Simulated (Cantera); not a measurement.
Input: 1 mol SiCl₄, 1.4 mol HCl, 81 mol H₂, equilibrated at 1 atm.

Method: chemical equilibrium by Gibbs-energy minimisation in Cantera with the NASA 1993 tables (ideal gas, pure condensed phases). Candidate condensed phases: Si; 19 gas species. The tables' values for SiCl₃ are old estimates; treat these amounts as uncertain. Equilibrium is a limit: real reactors are often held back by kinetics, nucleation or transport.

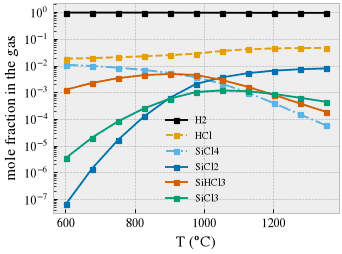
Figure. Equilibrium gas composition (values under 1e-9 drawn at 1e-9)

From 602 °C to 902 °C nothing is condensed. From 977 °C to 1352 °C the condensed part is Si(s). The main Si-bearing gas is SiCl₄ at 602 °C and SiCl₂ at 1352 °C.
